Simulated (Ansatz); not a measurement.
# TiO₂: a line through an energy map

Aim: follow the energy of TiO₂ (I4_1/amd, No. 141; 6 atoms in the cell) along one coordinate, c/a of the conventional cell at fixed volume, with the other held at shift of O3 along [0 0 1] = 0.05 Å.

Method: DFT PBE+U, scalar-relativistic, plane waves, PAW, in Ansatz 0.2.0.

16 further runs of the same task are left out: 1 for a known fault of the program, 15 set aside as unsound or not needed. Runs told in other sessions of the task aren't counted.

**1. The system as given**

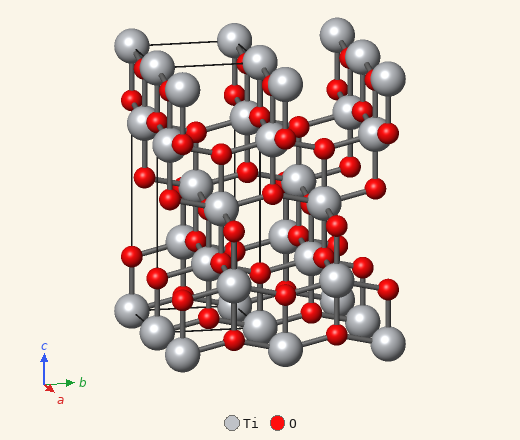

The starting structure, seen slightly off an axis (titanium light grey, oxygen red). 2×2×1 cells are drawn. Atoms on the faces are drawn again on the opposite ones. The cell drawn here is the conventional one.

Coordinates:

```cif
data_structure
_symmetry_space_group_name_H-M 'P 1'
_symmetry_Int_Tables_number 1
_cell_length_a 5.5854
_cell_length_b 5.5854
_cell_length_c 5.5854
_cell_angle_alpha 140.037
_cell_angle_beta 140.037
_cell_angle_gamma 57.798
_cell_volume 71.25
loop_
_atom_site_label
_atom_site_type_symbol
_atom_site_fract_x
_atom_site_fract_y
_atom_site_fract_z
_atom_site_occupancy
Ti1 Ti 0.00000 0.00000 0.00000 1
Ti2 Ti 0.75000 0.25000 0.50000 1
O1 O 0.20523 0.20523 0.00000 1
O2 O 0.95523 0.45523 0.50000 1
O3 O 0.54477 0.04477 0.50000 1
O4 O 0.79477 0.79477 0.00000 1
```

It is the result of an earlier relaxation at this level (volume 11.88 Å³/atom; gap on the mesh: 2.65 eV).

**2. What is varied**

Atoms count from 1 in the order of the input.

The energy is mapped over a free internal coordinate and the cell.

First coordinate, shift of O3 along [0 0 1], its symmetry partners moved as symmetry demands (measured in the relaxed cell): 7 values from −0.15 Å. Second coordinate, c/a of the conventional cell at fixed volume: 7 values from 2.050 to 3.074.

Nothing else is relaxed (all other coordinates fixed). Energies count from the relaxed crystal. Points are written as (first, second).

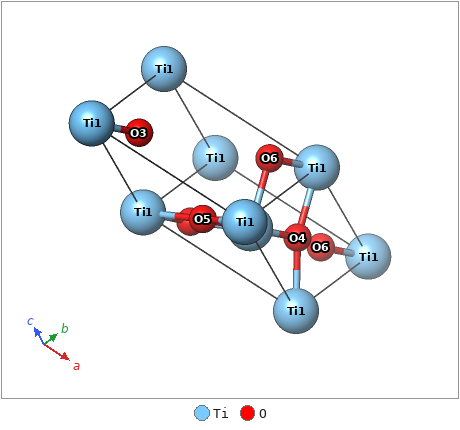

The geometry at (0.05 Å, 2.220).

**3. Point (0.05 Å, 2.220)**

File input.yaml:

```yaml
crystal:
  lattice:
    - [-2.00189153, 2.00189153, 4.4449999531]
    - [2.00189153, -2.00189153, 4.4449999531]
    - [2.00189153, 2.00189153, -4.4449999531]
  atoms:
    - { symbol: Ti, position: [0.0, 0.0, 0.0] }
    - { symbol: Ti, position: [0.75, 0.25, 0.5] }
    - { symbol: O, position: [0.2103403591, 0.2103403591, 0.0] }
    - { symbol: O, position: [0.9603403591, 0.4603403591, 0.5] }
    - { symbol: O, position: [0.5396596409, 0.0396596409, 0.5] }
    - { symbol: O, position: [0.7896596409, 0.7896596409, 0.0] }
basis:
  ecutwfc: 520.0
kpoints:
  mp_grid: { grid: [8, 8, 8] }
hamiltonian:
  xc: pbe
  pseudopotentials: { kind: paw, azcp: { folder: soft_1 } }
  hubbard: { sites: [{ species: Ti, l: d, u_eff: 4.0 }] }
scf:
  occupations: { method: gaussian, width: 0.05 }
output:
  forces: true
  stress: true
  eigenvalues: true
```

The run is started by

```bash
$ ansatz run input.yaml --threads 2 --pin off --max-ram 4096MiB --backend cpu --events-out ev --progress --plain --runs-dir out
```

What it wrote, shortened:

```text
Warning: RAYON_NUM_THREADS=2 ignored (pool sized by the plan → 2); use --threads N
Ti: projections on atomic orbitals take those of the free atom [Ne] 3s2 3p6 3d2 4s2, of charge +0.00 (hamiltonian.pseudopotentials.projection_atoms); the dataset's partial waves leave at most 4.5e-7 of an orbital's norm unspanned inside its sphere
O: projections on atomic orbitals take those of the free atom [He] 2s2 2p4, of charge +0.00 (hamiltonian.pseudopotentials.projection_atoms); the dataset's partial waves leave at most 1.9e-8 of an orbital's norm unspanned inside its sphere
[...]
Pseudopotentials: kind: paw
Pseudopotential: Ti, paw, valence charge 12, recommended cutoff 420 eV (normal), <dir>
Pseudopotential: O, paw, valence charge 6, recommended cutoff 420 eV (normal), <dir>
Functional definition: PBE
[...]
Crystal: 6 atoms, lattice volume = 71.255 Å³
Basis set: ecut = 520 eV, 1961 PW (Γ), exchange–correlation on 80×80×80 points (8 copies of the dense FFT grid, shifted against one another)
Bands: 30, of which v1, the nominal top of the filled ones, is band 24 counted from 1 (23 counted from 0)
Symmetry: 16 space group operations
Space group: I41/amd (ITA 141), of the structure as read, at distance tolerance 4.1e-5 Å
k-points: 59 of 512
[...]
SCF iter   1: F=—  HF=-7271.147038 eV  |F-HF|=—  |Δ(HF+E_count)|=         —  Δρ=8.75e-2  dr2=5.75e0  ethr=3.10e-3  ⟨swp⟩=5.1  Hψ=6388  notcnv=0
[...]
SCF iter   8: F=-7270.366644 eV  HF=-7270.366644 eV  |F-HF|=4.21e-9  |Δ(HF+E_count)|=   2.88e-7  Δρ=6.43e-6  dr2=1.55e-8  ethr=2.08e-10  ⟨swp⟩=9.8  Hψ=9609  notcnv=0
the search or the solves at the SCF's close seem to have found levels that the self-consistency loop had missed (the run counts 2). By its estimate they hold under 1e-12 electrons; where the run keeps them, the occupations were computed again with them
[...]
SCF converged after 8 iterations
Free energy (F): -7270.366644 eV
[...]
E sigma→0 (E₀):  -7270.366644 eV
Fermi energy:    8.086779 eV
[...]
--- Forces (eV/Å), atoms counted from 1 ---
  atom   1  Ti    -0.00000000    -0.00000000     0.00000000
  atom   2  Ti    -0.00000000    -0.00000000     0.00000000
  atom   3  O      0.00000000     0.00000000     1.23587145
  atom   4  O     -0.00000000     0.00000000     1.23587145
  atom   5  O      0.00000000    -0.00000000    -1.23587145
  atom   6  O     -0.00000000     0.00000000    -1.23587145
[...]
--- Stress (GPa, compression-positive) ---
       -7.837834       0.000000       0.000000
        0.000000      -7.837834      -0.000000
        0.000000       0.000000      24.057467
  P = ⅓ Tr σ = 2.7939 GPa (27.939 kbar)
--- Band table (eV; the first three rows and the last of 59) ---
[...]
Occupation matrices written to <dir>
```

It took 11 s on 2 threads of Arm Neoverse V1, shared host; peak memory 0.56 GiB.

That is 86 meV/atom from the zero.

**4. Grid point (0.05 Å, 2.391)**

input.yaml: that of step 3 with these lines changed.

```diff
@@ -2,5 +2,5 @@
   lattice:
-    - [-2.00189153, 2.00189153, 4.4449999531]
-    - [2.00189153, -2.00189153, 4.4449999531]
-    - [2.00189153, 2.00189153, -4.4449999531]
+    - [-1.9530452893, 1.9530452893, 4.6701218957]
+    - [1.9530452893, -1.9530452893, 4.6701218957]
+    - [1.9530452893, 1.9530452893, -4.6701218957]
   atoms:
```

The run is started by

```bash
$ ansatz run input.yaml --threads 2 --pin off --max-ram 4096MiB --backend cpu --events-out ev --progress --plain --runs-dir out
```

What it wrote, shortened:

```text
Warning: RAYON_NUM_THREADS=2 ignored (pool sized by the plan → 2); use --threads N
Ti: projections on atomic orbitals take those of the free atom [Ne] 3s2 3p6 3d2 4s2, of charge +0.00 (hamiltonian.pseudopotentials.projection_atoms); the dataset's partial waves leave at most 4.5e-7 of an orbital's norm unspanned inside its sphere
O: projections on atomic orbitals take those of the free atom [He] 2s2 2p4, of charge +0.00 (hamiltonian.pseudopotentials.projection_atoms); the dataset's partial waves leave at most 1.9e-8 of an orbital's norm unspanned inside its sphere
[...]
[... 4 set-up lines as earlier in the session ...]
[...]
Crystal: 6 atoms, lattice volume = 71.255 Å³
[...]
SCF iter   9: F=-7270.801614 eV  HF=-7270.801614 eV  |F-HF|=1.06e-9  |Δ(HF+E_count)|=   1.57e-8  Δρ=1.31e-6  dr2=1.26e-9  ethr=4.59e-11  ⟨swp⟩=2.0  Hψ=5674  notcnv=0
[...]
SCF converged after 9 iterations
Free energy (F): -7270.801614 eV
[...]
E sigma→0 (E₀):  -7270.801614 eV
Fermi energy:    8.183089 eV
[...]
--- Forces (eV/Å), atoms counted from 1 ---
  atom   1  Ti    -0.00000000    -0.00000000     0.00000000
  atom   2  Ti    -0.00000000    -0.00000000     0.00000000
  atom   3  O      0.00000000     0.00000000     0.06030678
  atom   4  O      0.00000000     0.00000000     0.06030678
  atom   5  O      0.00000000    -0.00000000    -0.06030678
  atom   6  O      0.00000000     0.00000000    -0.06030678
[...]
--- Stress (GPa, compression-positive) ---
       -4.533591       0.000000       0.000000
        0.000000      -4.533591       0.000000
        0.000000      -0.000000       4.435951
  P = ⅓ Tr σ = -1.5437 GPa (-15.437 kbar)
--- Band table (eV; the first three rows and the last of 59) ---
[...]
Occupation matrices written to <dir>
```

Wall time 10 s (2 threads of Arm Neoverse V1, shared host); peak memory 0.59 GiB.

Energy on the map's scale: 14 meV/atom.

**5. Grid point (0.05 Å, 2.562)**

input.yaml: that of step 4 with these lines changed.

```diff
@@ -2,5 +2,5 @@
   lattice:
-    - [-1.9530452893, 1.9530452893, 4.6701218957]
-    - [1.9530452893, -1.9530452893, 4.6701218957]
-    - [1.9530452893, 1.9530452893, -4.6701218957]
+    - [-1.9086496194, 1.9086496194, 4.8899050332]
+    - [1.9086496194, -1.9086496194, 4.8899050332]
+    - [1.9086496194, 1.9086496194, -4.8899050332]
   atoms:
```

The run is started by

```bash
$ ansatz run input.yaml --threads 2 --pin off --max-ram 4096MiB --backend cpu --events-out ev --progress --plain --runs-dir out
```

What it wrote, shortened:

```text
Warning: RAYON_NUM_THREADS=2 ignored (pool sized by the plan → 2); use --threads N
[...]
Ti: projections on atomic orbitals take those of the free atom [Ne] 3s2 3p6 3d2 4s2, of charge +0.00 (hamiltonian.pseudopotentials.projection_atoms); the dataset's partial waves leave at most 4.5e-7 of an orbital's norm unspanned inside its sphere
O: projections on atomic orbitals take those of the free atom [He] 2s2 2p4, of charge +0.00 (hamiltonian.pseudopotentials.projection_atoms); the dataset's partial waves leave at most 1.9e-8 of an orbital's norm unspanned inside its sphere
[...]
[... 4 set-up lines as earlier in the session ...]
[...]
Crystal: 6 atoms, lattice volume = 71.255 Å³
[...]
SCF iter   9: F=-7270.817344 eV  HF=-7270.817344 eV  |F-HF|=4.23e-8  |Δ(HF+E_count)|=   3.23e-7  Δρ=5.61e-6  dr2=2.44e-8  ethr=2.08e-10  ⟨swp⟩=8.8  Hψ=8351  notcnv=0
[...]
SCF converged after 9 iterations
Free energy (F): -7270.817344 eV
[...]
E sigma→0 (E₀):  -7270.817344 eV
Fermi energy:    8.289049 eV
[...]
--- Forces (eV/Å), atoms counted from 1 ---
  atom   1  Ti     0.00000000     0.00000000    -0.00000000
  atom   2  Ti    -0.00000000     0.00000000     0.00000000
  atom   3  O      0.00000000    -0.00000000    -0.64961555
  atom   4  O     -0.00000000     0.00000000    -0.64961555
  atom   5  O     -0.00000000     0.00000000     0.64961555
  atom   6  O      0.00000000     0.00000000     0.64961555
[...]
--- Stress (GPa, compression-positive) ---
        0.239215      -0.000000       0.000000
       -0.000000       0.239215       0.000000
        0.000000      -0.000000      -6.451536
  P = ⅓ Tr σ = -1.9910 GPa (-19.910 kbar)
--- Band table (eV; the first three rows and the last of 59) ---
[...]
Occupation matrices written to <dir>
```

Run time: 9.2 s. Hardware: 2 threads of Arm Neoverse V1, shared host; peak memory 0.54 GiB.

On the map this point reads 11 meV/atom.

**6. The run at (0.05 Å, 2.733)**

input.yaml: that of step 5 with these lines changed.

```diff
@@ -2,5 +2,5 @@
   lattice:
-    - [-1.9086496194, 1.9086496194, 4.8899050332]
-    - [1.9086496194, -1.9086496194, 4.8899050332]
-    - [1.9086496194, 1.9086496194, -4.8899050332]
+    - [-1.8680206176, 1.8680206176, 5.1049267437]
+    - [1.8680206176, -1.8680206176, 5.1049267437]
+    - [1.8680206176, 1.8680206176, -5.1049267437]
   atoms:
```

The run is started by

```bash
$ ansatz run input.yaml --threads 2 --pin off --max-ram 4096MiB --backend cpu --events-out ev --progress --plain --runs-dir out
```

What it wrote, shortened:

```text
[...]
SCF converged after 9 iterations
Free energy (F): -7270.577544 eV
[...]
E sigma→0 (E₀):  -7270.577544 eV
Fermi energy:    8.394779 eV
[...]
--- Forces (eV/Å), atoms counted from 1 ---
  atom   1  Ti     0.00000000    -0.00000000     0.00000000
  atom   2  Ti     0.00000000    -0.00000000     0.00000000
  atom   3  O      0.00000000     0.00000000    -1.11840227
  atom   4  O      0.00000000     0.00000000    -1.11840227
  atom   5  O      0.00000000     0.00000000     1.11840227
  atom   6  O      0.00000000     0.00000000     1.11840227
[...]
--- Stress (GPa, compression-positive) ---
        6.235683       0.000000      -0.000000
        0.000000       6.235683      -0.000000
       -0.000000       0.000000     -11.660102
  P = ⅓ Tr σ = 0.2704 GPa (2.704 kbar)
--- Band table (eV; the first three rows and the last of 59) ---
[...]
Occupation matrices written to <dir>
```

Run time: 9.2 s. Hardware: 2 threads of Arm Neoverse V1, shared host; peak memory 0.54 GiB.

On the map this point reads 51 meV/atom.

**7. Grid point (0.05 Å, 2.904)**

input.yaml: that of step 6 with these lines changed.

```diff
@@ -2,5 +2,5 @@
   lattice:
-    - [-1.8680206176, 1.8680206176, 5.1049267437]
-    - [1.8680206176, -1.8680206176, 5.1049267437]
-    - [1.8680206176, 1.8680206176, -5.1049267437]
+    - [-1.8306501367, 1.8306501367, 5.315475737]
+    - [1.8306501367, -1.8306501367, 5.315475737]
+    - [1.8306501367, 1.8306501367, -5.315475737]
   atoms:
```

The run is started by

```bash
$ ansatz run input.yaml --threads 2 --pin off --max-ram 4096MiB --backend cpu --events-out ev --progress --plain --runs-dir out
```

What it wrote, shortened:

```text
[...]
SCF converged after 9 iterations
Free energy (F): -7270.179120 eV
[...]
E sigma→0 (E₀):  -7270.179120 eV
Fermi energy:    8.495566 eV
[...]
--- Forces (eV/Å), atoms counted from 1 ---
  atom   1  Ti     0.00000000    -0.00000000     0.00000000
  atom   2  Ti    -0.00000000     0.00000000     0.00000000
  atom   3  O      0.00000000     0.00000000    -1.47089298
  atom   4  O      0.00000000     0.00000000    -1.47089298
  atom   5  O     -0.00000000    -0.00000000     1.47089298
  atom   6  O      0.00000000    -0.00000000     1.47089298
[...]
--- Stress (GPa, compression-positive) ---
       13.154356      -0.000000      -0.000000
       -0.000000      13.154356      -0.000000
       -0.000000      -0.000000     -12.947435
  P = ⅓ Tr σ = 4.4538 GPa (44.538 kbar)
--- Band table (eV; the first three rows and the last of 59) ---
[...]
Occupation matrices written to <dir>
```

It took 9.2 s on 2 threads of Arm Neoverse V1, shared host; peak memory 0.54 GiB.

On the map this point reads 118 meV/atom.

**8. Point (0.05 Å, 3.074)**

input.yaml: that of step 7 with these lines changed.

```diff
@@ -2,5 +2,5 @@
   lattice:
-    - [-1.8306501367, 1.8306501367, 5.315475737]
-    - [1.8306501367, -1.8306501367, 5.315475737]
-    - [1.8306501367, 1.8306501367, -5.315475737]
+    - [-1.7961012887, 1.7961012887, 5.521933802]
+    - [1.7961012887, -1.7961012887, 5.521933802]
+    - [1.7961012887, 1.7961012887, -5.521933802]
   atoms:
```

The run is started by

```bash
$ ansatz run input.yaml --threads 2 --pin off --max-ram 4096MiB --backend cpu --events-out ev --progress --plain --runs-dir out
```

What it wrote, shortened:

```text
[...]
SCF converged after 9 iterations
Free energy (F): -7269.683295 eV
[...]
E sigma→0 (E₀):  -7269.683295 eV
Fermi energy:    8.589072 eV
[...]
--- Forces (eV/Å), atoms counted from 1 ---
  atom   1  Ti     0.00000000     0.00000000     0.00000000
  atom   2  Ti    -0.00000000    -0.00000000     0.00000000
  atom   3  O      0.00000000     0.00000000    -1.78505191
  atom   4  O     -0.00000000     0.00000000    -1.78505191
  atom   5  O      0.00000000     0.00000000     1.78505191
  atom   6  O      0.00000000     0.00000000     1.78505191
[...]
--- Stress (GPa, compression-positive) ---
       20.729982       0.000000      -0.000000
        0.000000      20.729982       0.000000
        0.000000       0.000000     -11.444351
  P = ⅓ Tr σ = 10.0052 GPa (100.052 kbar)
--- Band table (eV; the first three rows and the last of 59) ---
[...]
Occupation matrices written to <dir>
```

Run time: 9.7 s. Hardware: 2 threads of Arm Neoverse V1, shared host; peak memory 0.54 GiB.

Energy on the map's scale: 200 meV/atom.

**9. Results**

```
c/a of the conventional cell at fixed volume  step  energy (meV/atom)  slope (meV/atom per unit)  pressure (GPa)  band gap on the k-mesh (eV)  largest force on an atom (eV/Å)
                                       2.050     –                278                      −1624            12.9                         2.71                             3.30
                                       2.220     3                 86                       −710             2.8                         2.61                             1.24
                                       2.391     4                 14                       −185            −1.5                         2.50                             0.06
                                       2.562     5                 11                        129            −2.0                         2.45                             0.65
                                       2.733     6                 51                        324             0.3                         2.47                             1.12
                                       2.904     7                118                        444             4.5                         2.54                             1.47
                                       3.074     8                200                        517            10.0                         2.64                             1.78
```

Energies count from the relaxed crystal. Rows without a step come from runs not printed here or follow by symmetry. Slopes come from the forces (and the stress, where the cell changes), not from differences of energies.

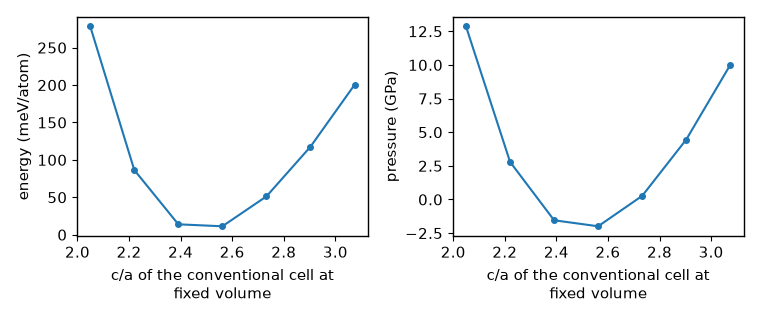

Energy and pressure along the line.

In words: The lowest point computed on the line is at 2.562, 11 meV/atom from the zero. Energies and slopes round the minimum, fitted together, put the minimum at 2.4817, with a curvature of about 1800 meV/atom per (unit)². The highest point computed, at 2.050, lies 267 meV/atom above the lowest. This is one cut through a surface in two coordinates; the map's lowest point lies off it. With the other coordinates free, the energies away from the reference would be the same or lower.
